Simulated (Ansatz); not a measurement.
# H3S+ (singlet): B97M-V, PBE0 over a scan of the distance S1–H2, cc-pVDZ, part 1 of 2

How well do these functionals follow the top wave-function level for H3S+ (singlet) over a scan of the distance S1–H2?

Computed with Ansatz 0.2.0, Gaussian basis. Level: cc-pVDZ, all electrons in the functionals.

To be run: B97M-V, PBE0, at 1.091 Å; 1.231 Å; 1.357 Å; 1.517 Å; 1.682 Å; 1.920 Å; 2.146 Å; 2.557 Å; 2.913 Å; 3.735 Å; 4.667 Å.

13 further runs of the same task are left out: 12 that didn't finish, 1 set aside as unsound or not needed.

### 1 What is computed

The geometry derives from a PBE0/def2-TZVP stationary point (not a proven minimum). One bond is set to the value named and the two fragments are kept rigid.

4 atoms, charge 1, spin multiplicity 1.

Atoms are counted from 1 here; the program's logs count them from 0.

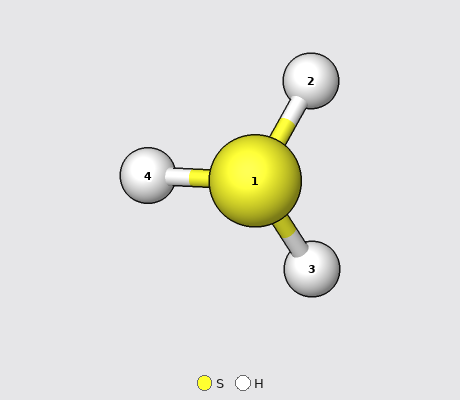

The structure; sulfur yellow, hydrogen white; atoms are numbered from 1 in the order of the file.

No dispersion term is added; B97M-V holds VV10 nonlocal correlation.

The geometry shown and the zero of energy belong to the point 1.357 Å. The yardstick, RCCSDTQ, and other wave-function levels (R restricted, U unrestricted, valence and pair active spaces) come from earlier runs.

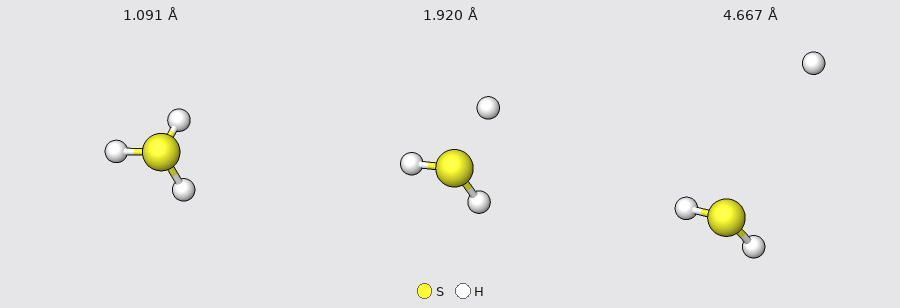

Three points of the scan; sticks are drawn by distance.

### 2 B97M-V, 1.091 Å

Input file in.yaml:

```yaml
crystal:
  periodic: [false, false, false]
  atoms:
    - {symbol: S, position_ang: [0.006809, 0.000075, -0.058336]}
    - {symbol: H, position_ang: [0.925690, 0.009845, 0.529748]}
    - {symbol: H, position_ang: [-0.581739, 0.987530, 0.663077]}
    - {symbol: H, position_ang: [-0.560558, -0.999758, 0.662997]}
basis:
  gaussian: {orbitals: cc-pVDZ}
total_charge: 1
hamiltonian: {xc: {name: B97M-V}}
```

Launch:

```console
$ ansatz run in.yaml --threads 1 --pin off --events-out ev --progress --plain --max-ram 2393MiB
```

The program printed, cut to the lines that bear on the results:

```text
Functional definition: B97M-V
  name "B97M-V"
  cite "Mardirossian & Head-Gordon, J. Chem. Phys. 142, 074111 (2015) doi:10.1063/1.4907719"
  cite "Becke, J. Chem. Phys. 107, 8554 (1997) doi:10.1063/1.475007"
  cite "Vydrov & Van Voorhis, J. Chem. Phys. 133, 244103 (2010) doi:10.1063/1.3521275"
  # Of w^i u^j: cxij and so on, Table III.
[...]
  gx(w, u) = cx00 + cx01*u + cx02*u^2 + (cx10 + cx11*u)*w
  gss(w, u) = css00 + css02*u^2 + css10*w + (css32*w^3 + css42*w^4)*u^2
  gos(w, u) = cos00 + cos01*u + cos03*u^3 + cos10*w + cos32*w^3*u^2
[...]
      + integral(e_c_pw_mod_opposite_spin*gos(b97_w_opposite, b97_u_opposite)) + vv10(b, c)
320 factors; integrals over basis functions are off by at most 1.1e-3 eV
[...]
mean field -10871.21100617 eV, -399.5096357052 hartree, gradient 8.1e-6 eV, S^2 0.000000; 0 other end points of the search recorded, 0 dependent functions left out
reference -10871.21103443 eV, -399.5096367437 hartree; 9, 9 occupied and 24, 24 virtual orbitals, 320 factors
Total energy: -10871.21103443 eV, -399.5096367437 hartree
```

Run time: 2.4 s. Hardware: 1 thread of AMD EPYC, shared host.

### 3 B97M-V, 1.231 Å

Input file in.yaml:

```yaml
crystal:
  periodic: [false, false, false]
  atoms:
    - {symbol: S, position_ang: [0.003422, 0.000039, -0.060504]}
    - {symbol: H, position_ang: [1.040216, 0.011063, 0.603045]}
    - {symbol: H, position_ang: [-0.585126, 0.987494, 0.660909]}
    - {symbol: H, position_ang: [-0.563945, -0.999794, 0.660829]}
basis:
  gaussian: {orbitals: cc-pVDZ}
total_charge: 1
hamiltonian: {xc: {name: B97M-V}}
```

Same command.

The program printed, cut to the lines that bear on the results:

```text
Functional definition: B97M-V
  name "B97M-V"
  cite "Mardirossian & Head-Gordon, J. Chem. Phys. 142, 074111 (2015) doi:10.1063/1.4907719"
  cite "Becke, J. Chem. Phys. 107, 8554 (1997) doi:10.1063/1.475007"
  cite "Vydrov & Van Voorhis, J. Chem. Phys. 133, 244103 (2010) doi:10.1063/1.3521275"
  # Of w^i u^j: cxij and so on, Table III.
[...]
  gx(w, u) = cx00 + cx01*u + cx02*u^2 + (cx10 + cx11*u)*w
[...]
      + integral(e_c_pw_mod_opposite_spin*gos(b97_w_opposite, b97_u_opposite)) + vv10(b, c)
320 factors; integrals over basis functions are off by at most 1.3e-3 eV
[...]
mean field -10872.49830968 eV, -399.5569432366 hartree, gradient 1.1e-5 eV, S^2 0.000000; 0 other end points of the search recorded, 0 dependent functions left out
reference -10872.49833836 eV, -399.5569442906 hartree; 9, 9 occupied and 24, 24 virtual orbitals, 320 factors
Total energy: -10872.49833836 eV, -399.5569442906 hartree
```

Run time: 2.8 s. Hardware: 1 thread of AMD EPYC, shared host.

### 4 B97M-V, 1.357 Å

Input file in.yaml:

```yaml
crystal:
  periodic: [false, false, false]
  atoms:
    - {symbol: S, position_ang: [0.000369, 0.000007, -0.062458]}
    - {symbol: H, position_ang: [1.143423, 0.012160, 0.669098]}
    - {symbol: H, position_ang: [-0.588179, 0.987461, 0.658956]}
    - {symbol: H, position_ang: [-0.566998, -0.999827, 0.658874]}
basis:
  gaussian: {orbitals: cc-pVDZ}
total_charge: 1
hamiltonian: {xc: {name: B97M-V}}
```

The command is unchanged.

The program printed, cut to the lines that bear on the results:

```text
Functional definition: B97M-V
  name "B97M-V"
  cite "Mardirossian & Head-Gordon, J. Chem. Phys. 142, 074111 (2015) doi:10.1063/1.4907719"
  cite "Becke, J. Chem. Phys. 107, 8554 (1997) doi:10.1063/1.475007"
  cite "Vydrov & Van Voorhis, J. Chem. Phys. 133, 244103 (2010) doi:10.1063/1.3521275"
  # Of w^i u^j: cxij and so on, Table III.
[...]
  gx(w, u) = cx00 + cx01*u + cx02*u^2 + (cx10 + cx11*u)*w
[...]
      + integral(e_c_pw_mod_opposite_spin*gos(b97_w_opposite, b97_u_opposite)) + vv10(b, c)
321 factors; integrals over basis functions are off by at most 1.2e-3 eV
[...]
mean field -10872.78088262 eV, -399.5673276008 hartree, gradient 5.7e-5 eV, S^2 0.000000; 0 other end points of the search recorded, 0 dependent functions left out
reference -10872.78091192 eV, -399.5673286776 hartree; 9, 9 occupied and 24, 24 virtual orbitals, 321 factors
Total energy: -10872.78091192 eV, -399.5673286776 hartree
```

It took 2.5 s on 1 thread of AMD EPYC, shared host.

### 5 B97M-V, 1.517 Å

Input file in.yaml:

```yaml
crystal:
  periodic: [false, false, false]
  atoms:
    - {symbol: S, position_ang: [-0.003498, -0.000035, -0.064933]}
    - {symbol: H, position_ang: [1.274177, 0.013550, 0.752779]}
    - {symbol: H, position_ang: [-0.592046, 0.987420, 0.656480]}
    - {symbol: H, position_ang: [-0.570865, -0.999868, 0.656400]}
basis:
  gaussian: {orbitals: cc-pVDZ}
total_charge: 1
hamiltonian: {xc: {name: B97M-V}}
```

Same command.

The program printed, cut to the lines that bear on the results:

```text
Functional definition: B97M-V
  name "B97M-V"
  cite "Mardirossian & Head-Gordon, J. Chem. Phys. 142, 074111 (2015) doi:10.1063/1.4907719"
  cite "Becke, J. Chem. Phys. 107, 8554 (1997) doi:10.1063/1.475007"
  cite "Vydrov & Van Voorhis, J. Chem. Phys. 133, 244103 (2010) doi:10.1063/1.3521275"
  # Of w^i u^j: cxij and so on, Table III.
[...]
  gx(w, u) = cx00 + cx01*u + cx02*u^2 + (cx10 + cx11*u)*w
[...]
      + integral(e_c_pw_mod_opposite_spin*gos(b97_w_opposite, b97_u_opposite)) + vv10(b, c)
322 factors; integrals over basis functions are off by at most 1.2e-3 eV
[...]
mean field -10872.54957925 eV, -399.5588273587 hartree, gradient 2.0e-5 eV, S^2 0.000000; 0 other end points of the search recorded, 0 dependent functions left out
reference -10872.54960925 eV, -399.5588284610 hartree; 9, 9 occupied and 24, 24 virtual orbitals, 322 factors
Total energy: -10872.54960925 eV, -399.5588284610 hartree
```

Wall time 2.4 s (1 thread of AMD EPYC, shared host).

From 1.357 Å: +0.231 eV.

### 6 B97M-V, 1.682 Å

Input file in.yaml:

```yaml
crystal:
  periodic: [false, false, false]
  atoms:
    - {symbol: S, position_ang: [-0.007490, -0.000077, -0.067487]}
    - {symbol: H, position_ang: [1.409154, 0.014985, 0.839165]}
    - {symbol: H, position_ang: [-0.596038, 0.987378, 0.653926]}
    - {symbol: H, position_ang: [-0.574857, -0.999910, 0.653846]}
basis:
  gaussian: {orbitals: cc-pVDZ}
total_charge: 1
hamiltonian: {xc: {name: B97M-V}}
```

Launched as before.

The program printed, cut to the lines that bear on the results:

```text
Functional definition: B97M-V
  name "B97M-V"
  cite "Mardirossian & Head-Gordon, J. Chem. Phys. 142, 074111 (2015) doi:10.1063/1.4907719"
  cite "Becke, J. Chem. Phys. 107, 8554 (1997) doi:10.1063/1.475007"
  cite "Vydrov & Van Voorhis, J. Chem. Phys. 133, 244103 (2010) doi:10.1063/1.3521275"
  # Of w^i u^j: cxij and so on, Table III.
[...]
  gx(w, u) = cx00 + cx01*u + cx02*u^2 + (cx10 + cx11*u)*w
[...]
      + integral(e_c_pw_mod_opposite_spin*gos(b97_w_opposite, b97_u_opposite)) + vv10(b, c)
326 factors; integrals over basis functions are off by at most 8.6e-4 eV
[...]
mean field -10872.01212676 eV, -399.5390763441 hartree, gradient 1.1e-5 eV, S^2 0.000000; 0 other end points of the search recorded, 0 dependent functions left out
reference -10872.01215756 eV, -399.5390774759 hartree; 9, 9 occupied and 24, 24 virtual orbitals, 326 factors
Total energy: -10872.01215756 eV, -399.5390774759 hartree
```

Run time: 2.6 s. Hardware: 1 thread of AMD EPYC, shared host.

From 1.357 Å: +0.769 eV.

### 7 B97M-V, 1.920 Å

Input file in.yaml:

```yaml
crystal:
  periodic: [false, false, false]
  atoms:
    - {symbol: S, position_ang: [-0.013248, -0.000138, -0.071173]}
    - {symbol: H, position_ang: [1.603848, 0.017055, 0.963769]}
    - {symbol: H, position_ang: [-0.601796, 0.987317, 0.650240]}
    - {symbol: H, position_ang: [-0.580615, -0.999971, 0.650160]}
basis:
  gaussian: {orbitals: cc-pVDZ}
total_charge: 1
magnetization: {spin_polarized: true, initial_magnetization: 0}
hamiltonian: {xc: {name: B97M-V}}
```

Same command.

The program printed, cut to the lines that bear on the results:

```text
Functional definition: B97M-V
  name "B97M-V"
  cite "Mardirossian & Head-Gordon, J. Chem. Phys. 142, 074111 (2015) doi:10.1063/1.4907719"
  cite "Becke, J. Chem. Phys. 107, 8554 (1997) doi:10.1063/1.475007"
  cite "Vydrov & Van Voorhis, J. Chem. Phys. 133, 244103 (2010) doi:10.1063/1.3521275"
  # Of w^i u^j: cxij and so on, Table III.
[...]
  gx(w, u) = cx00 + cx01*u + cx02*u^2 + (cx10 + cx11*u)*w
[...]
      + integral(e_c_pw_mod_opposite_spin*gos(b97_w_opposite, b97_u_opposite)) + vv10(b, c)
326 factors; integrals over basis functions are off by at most 8.5e-4 eV
[...]
mean field -10871.12418581 eV, -399.5064451159 hartree, gradient 1.4e-5 eV, S^2 0.000000; 0 other end points of the search recorded, 0 dependent functions left out
reference -10871.12421769 eV, -399.5064462876 hartree; 9, 9 occupied and 24, 24 virtual orbitals, 326 factors
Total energy: -10871.12421769 eV, -399.5064462876 hartree
```

Run time: 3.9 s. Hardware: 1 thread of AMD EPYC, shared host.

From the report: ⟨S²⟩ of the determinant 0.000 (pure singlet: 0.00).

From 1.357 Å: +1.657 eV.

### 8 B97M-V, 2.146 Å

Input file in.yaml:

```yaml
crystal:
  periodic: [false, false, false]
  atoms:
    - {symbol: S, position_ang: [-0.018715, -0.000196, -0.074672]}
    - {symbol: H, position_ang: [1.788726, 0.019021, 1.082091]}
    - {symbol: H, position_ang: [-0.607263, 0.987258, 0.646741]}
    - {symbol: H, position_ang: [-0.586082, -1.000030, 0.646661]}
basis:
  gaussian: {orbitals: cc-pVDZ}
total_charge: 1
magnetization: {spin_polarized: true, initial_magnetization: 0}
hamiltonian: {xc: {name: B97M-V}}
```

Same command.

The program printed, cut to the lines that bear on the results:

```text
Functional definition: B97M-V
  name "B97M-V"
  cite "Mardirossian & Head-Gordon, J. Chem. Phys. 142, 074111 (2015) doi:10.1063/1.4907719"
  cite "Becke, J. Chem. Phys. 107, 8554 (1997) doi:10.1063/1.475007"
  cite "Vydrov & Van Voorhis, J. Chem. Phys. 133, 244103 (2010) doi:10.1063/1.3521275"
  # Of w^i u^j: cxij and so on, Table III.
[...]
  gx(w, u) = cx00 + cx01*u + cx02*u^2 + (cx10 + cx11*u)*w
[...]
      + integral(e_c_pw_mod_opposite_spin*gos(b97_w_opposite, b97_u_opposite)) + vv10(b, c)
328 factors; integrals over basis functions are off by at most 1.4e-3 eV
[...]
mean field -10870.34728113 eV, -399.4778943954 hartree, gradient 1.6e-6 eV, S^2 0.000000; 1 other end points of the search recorded, 0 dependent functions left out
reference -10870.34731397 eV, -399.4778956024 hartree; 9, 9 occupied and 24, 24 virtual orbitals, 328 factors
Total energy: -10870.34731397 eV, -399.4778956024 hartree
```

Run time: 4.6 s. Hardware: 1 thread of AMD EPYC, shared host.

From the report: ⟨S²⟩ of the determinant 0.000 (pure singlet: 0.00).

From 1.357 Å: +2.434 eV.

### 9 B97M-V, 2.557 Å

Input file in.yaml:

```yaml
crystal:
  periodic: [false, false, false]
  atoms:
    - {symbol: S, position_ang: [-0.028659, -0.000302, -0.081036]}
    - {symbol: H, position_ang: [2.124942, 0.022596, 1.297270]}
    - {symbol: H, position_ang: [-0.617207, 0.987153, 0.640377]}
    - {symbol: H, position_ang: [-0.596026, -1.000135, 0.640297]}
basis:
  gaussian: {orbitals: cc-pVDZ}
total_charge: 1
magnetization: {spin_polarized: true, initial_magnetization: 0}
hamiltonian: {xc: {name: B97M-V}}
```

The command is unchanged.

The program printed, cut to the lines that bear on the results:

```text
Functional definition: B97M-V
  name "B97M-V"
  cite "Mardirossian & Head-Gordon, J. Chem. Phys. 142, 074111 (2015) doi:10.1063/1.4907719"
  cite "Becke, J. Chem. Phys. 107, 8554 (1997) doi:10.1063/1.475007"
  cite "Vydrov & Van Voorhis, J. Chem. Phys. 133, 244103 (2010) doi:10.1063/1.3521275"
  # Of w^i u^j: cxij and so on, Table III.
[...]
  gx(w, u) = cx00 + cx01*u + cx02*u^2 + (cx10 + cx11*u)*w
[...]
      + integral(e_c_pw_mod_opposite_spin*gos(b97_w_opposite, b97_u_opposite)) + vv10(b, c)
328 factors; integrals over basis functions are off by at most 4.9e-4 eV
[...]
mean field -10869.40551944 eV, -399.4432852918 hartree, gradient 1.8e-5 eV, S^2 0.412166; 2 other end points of the search recorded, 0 dependent functions left out
reference -10869.40555548 eV, -399.4432866162 hartree; 9, 9 occupied and 24, 24 virtual orbitals, 328 factors
Total energy: -10869.40555548 eV, -399.4432866162 hartree
```

Run time: 11 s. Hardware: 1 thread of AMD EPYC, shared host.

From the report: ⟨S²⟩ of the determinant 0.412 (pure singlet: 0.00).

From 1.357 Å: +3.375 eV.

### 10 B97M-V, 2.913 Å

Input file in.yaml:

```yaml
crystal:
  periodic: [false, false, false]
  atoms:
    - {symbol: S, position_ang: [-0.037272, -0.000394, -0.086548]}
    - {symbol: H, position_ang: [2.416166, 0.025692, 1.483653]}
    - {symbol: H, position_ang: [-0.625820, 0.987061, 0.634865]}
    - {symbol: H, position_ang: [-0.604639, -1.000227, 0.634785]}
basis:
  gaussian: {orbitals: cc-pVDZ}
total_charge: 1
magnetization: {spin_polarized: true, initial_magnetization: 0}
hamiltonian: {xc: {name: B97M-V}}
```

Same command.

The program printed, cut to the lines that bear on the results:

```text
Functional definition: B97M-V
  name "B97M-V"
  cite "Mardirossian & Head-Gordon, J. Chem. Phys. 142, 074111 (2015) doi:10.1063/1.4907719"
  cite "Becke, J. Chem. Phys. 107, 8554 (1997) doi:10.1063/1.475007"
  cite "Vydrov & Van Voorhis, J. Chem. Phys. 133, 244103 (2010) doi:10.1063/1.3521275"
  # Of w^i u^j: cxij and so on, Table III.
[...]
  gx(w, u) = cx00 + cx01*u + cx02*u^2 + (cx10 + cx11*u)*w
[...]
      + integral(e_c_pw_mod_opposite_spin*gos(b97_w_opposite, b97_u_opposite)) + vv10(b, c)
329 factors; integrals over basis functions are off by at most 4.9e-4 eV
[...]
mean field -10869.09191517 eV, -399.4317605475 hartree, gradient 3.4e-5 eV, S^2 0.625170; 3 other end points of the search recorded, 0 dependent functions left out
reference -10869.09195337 eV, -399.4317619511 hartree; 9, 9 occupied and 24, 24 virtual orbitals, 329 factors
Total energy: -10869.09195337 eV, -399.4317619511 hartree
```

Run time: 15 s. Hardware: 1 thread of AMD EPYC, shared host.

From the report: ⟨S²⟩ of the determinant 0.625 (pure singlet: 0.00). The determinant is far from a pure spin state, so its energy mixes those of several spin states (harmless only where they are near-degenerate, as at dissociation).

From 1.357 Å: +3.689 eV.

### 11 B97M-V, 3.735 Å

Input file in.yaml:

```yaml
crystal:
  periodic: [false, false, false]
  atoms:
    - {symbol: S, position_ang: [-0.057159, -0.000605, -0.099276]}
    - {symbol: H, position_ang: [3.088598, 0.032842, 1.914010]}
    - {symbol: H, position_ang: [-0.645707, 0.986850, 0.622137]}
    - {symbol: H, position_ang: [-0.624526, -1.000438, 0.622057]}
basis:
  gaussian: {orbitals: cc-pVDZ}
total_charge: 1
magnetization: {spin_polarized: true, initial_magnetization: 0}
hamiltonian: {xc: {name: B97M-V}}
```

The command is unchanged.

The program printed, cut to the lines that bear on the results:

```text
Functional definition: B97M-V
  name "B97M-V"
  cite "Mardirossian & Head-Gordon, J. Chem. Phys. 142, 074111 (2015) doi:10.1063/1.4907719"
  cite "Becke, J. Chem. Phys. 107, 8554 (1997) doi:10.1063/1.475007"
  cite "Vydrov & Van Voorhis, J. Chem. Phys. 133, 244103 (2010) doi:10.1063/1.3521275"
  # Of w^i u^j: cxij and so on, Table III.
[...]
  gx(w, u) = cx00 + cx01*u + cx02*u^2 + (cx10 + cx11*u)*w
[...]
      + integral(e_c_pw_mod_opposite_spin*gos(b97_w_opposite, b97_u_opposite)) + vv10(b, c)
328 factors; integrals over basis functions are off by at most 4.9e-4 eV
[...]
mean field -10868.87739973 eV, -399.4238772503 hartree, gradient 3.9e-5 eV, S^2 0.735917; 3 other end points of the search recorded, 0 dependent functions left out
reference -10868.87744623 eV, -399.4238789591 hartree; 9, 9 occupied and 24, 24 virtual orbitals, 328 factors
Total energy: -10868.87744623 eV, -399.4238789591 hartree
```

Wall time 12 s (1 thread of AMD EPYC, shared host).

From the report: ⟨S²⟩ of the determinant 0.736 (pure singlet: 0.00). The determinant is far from a pure spin state, so its energy mixes those of several spin states (harmless only where they are near-degenerate, as at dissociation).

From 1.357 Å: +3.903 eV.

### 12 B97M-V, 4.667 Å

Input file in.yaml:

```yaml
crystal:
  periodic: [false, false, false]
  atoms:
    - {symbol: S, position_ang: [-0.079707, -0.000845, -0.113707]}
    - {symbol: H, position_ang: [3.851015, 0.040948, 2.401957]}
    - {symbol: H, position_ang: [-0.668255, 0.986610, 0.607706]}
    - {symbol: H, position_ang: [-0.647074, -1.000678, 0.607626]}
basis:
  gaussian: {orbitals: cc-pVDZ}
total_charge: 1
magnetization: {spin_polarized: true, initial_magnetization: 0}
hamiltonian: {xc: {name: B97M-V}}
```

The command is unchanged.

The program printed, cut to the lines that bear on the results:

```text
Functional definition: B97M-V
  name "B97M-V"
  cite "Mardirossian & Head-Gordon, J. Chem. Phys. 142, 074111 (2015) doi:10.1063/1.4907719"
  cite "Becke, J. Chem. Phys. 107, 8554 (1997) doi:10.1063/1.475007"
  cite "Vydrov & Van Voorhis, J. Chem. Phys. 133, 244103 (2010) doi:10.1063/1.3521275"
  # Of w^i u^j: cxij and so on, Table III.
[...]
  gx(w, u) = cx00 + cx01*u + cx02*u^2 + (cx10 + cx11*u)*w
[...]
      + integral(e_c_pw_mod_opposite_spin*gos(b97_w_opposite, b97_u_opposite)) + vv10(b, c)
327 factors; integrals over basis functions are off by at most 4.9e-4 eV
[...]
mean field -10868.87591717 eV, -399.4238227671 hartree, gradient 7.5e-5 eV, S^2 0.736167; 3 other end points of the search recorded, 0 dependent functions left out
reference -10868.87596464 eV, -399.4238245119 hartree; 9, 9 occupied and 24, 24 virtual orbitals, 327 factors
Total energy: -10868.87596464 eV, -399.4238245119 hartree
```

Run time: 14 s. Hardware: 1 thread of AMD EPYC, shared host.

From the report: ⟨S²⟩ of the determinant 0.736 (pure singlet: 0.00). The determinant is far from a pure spin state, so its energy mixes those of several spin states (harmless only where they are near-degenerate, as at dissociation).

From 1.357 Å: +3.905 eV.

### 13 PBE0, 1.091 Å

Input file in.yaml:

```yaml
crystal:
  periodic: [false, false, false]
  atoms:
    - {symbol: S, position_ang: [0.006809, 0.000075, -0.058336]}
    - {symbol: H, position_ang: [0.925690, 0.009845, 0.529748]}
    - {symbol: H, position_ang: [-0.581739, 0.987530, 0.663077]}
    - {symbol: H, position_ang: [-0.560558, -0.999758, 0.662997]}
basis:
  gaussian: {orbitals: cc-pVDZ}
total_charge: 1
hamiltonian: {xc: {name: PBE0}}
output: {forces: true, orbitals: {seedname: orbitals}}
```

Same command.

The program printed, cut to the lines that bear on the results:

```text
Functional definition: PBE0
  name "PBE0"
  cite "Adamo & Barone, J. Chem. Phys. 110, 6158 (1999) doi:10.1063/1.478522"
  cite "Perdew, Burke & Ernzerhof, Phys. Rev. Lett. 77, 3865 (1996) doi:10.1103/PhysRevLett.77.3865"
  parent pbe
[...]
320 factors; integrals over basis functions are off by at most 1.1e-3 eV
[...]
Total energy: -10870.06886998 eV, -399.4676629743 hartree
Atom 0 at     0.006809     0.000075    -0.058336 Å, force   -12.204021    -0.129751    -7.999245 eV/Å
Atom 1 at     0.925690     0.009845     0.529748 Å, force    12.523652     0.133164     7.854960 eV/Å
Atom 2 at    -0.581739     0.987530     0.663077 Å, force    -0.162204     0.222409     0.072151 eV/Å
Atom 3 at    -0.560558    -0.999758     0.662997 Å, force    -0.157426    -0.225821     0.072133 eV/Å
Dipole moment:    -0.054274    -0.000593     0.349620 e Å
```

Wall time 0.95 s (1 thread of AMD EPYC, shared host).

### 14 PBE0, 1.231 Å

Input file in.yaml:

```yaml
crystal:
  periodic: [false, false, false]
  atoms:
    - {symbol: S, position_ang: [0.003422, 0.000039, -0.060504]}
    - {symbol: H, position_ang: [1.040216, 0.011063, 0.603045]}
    - {symbol: H, position_ang: [-0.585126, 0.987494, 0.660909]}
    - {symbol: H, position_ang: [-0.563945, -0.999794, 0.660829]}
basis:
  gaussian: {orbitals: cc-pVDZ}
total_charge: 1
hamiltonian: {xc: {name: PBE0}}
output: {forces: true, orbitals: {seedname: orbitals}}
```

Launched as before.

The program printed, cut to the lines that bear on the results:

```text
Functional definition: PBE0
  name "PBE0"
  cite "Adamo & Barone, J. Chem. Phys. 110, 6158 (1999) doi:10.1063/1.478522"
  cite "Perdew, Burke & Ernzerhof, Phys. Rev. Lett. 77, 3865 (1996) doi:10.1103/PhysRevLett.77.3865"
  parent pbe
[...]
320 factors; integrals over basis functions are off by at most 1.3e-3 eV
[...]
Total energy: -10871.37384055 eV, -399.5156197583 hartree
Atom 0 at     0.003422     0.000039    -0.060504 Å, force    -3.914331    -0.041608    -2.796921 eV/Å
Atom 1 at     1.040216     0.011063     0.603045 Å, force     4.194581     0.044603     2.599561 eV/Å
Atom 2 at    -0.585126     0.987494     0.660909 Å, force    -0.142455     0.217102     0.098689 eV/Å
Atom 3 at    -0.563945    -0.999794     0.660829 Å, force    -0.137795    -0.220097     0.098671 eV/Å
Dipole moment:    -0.029090    -0.000325     0.363301 e Å
```

It took 1.4 s on 1 thread of AMD EPYC, shared host.

(Continued in part 2 of 2.)
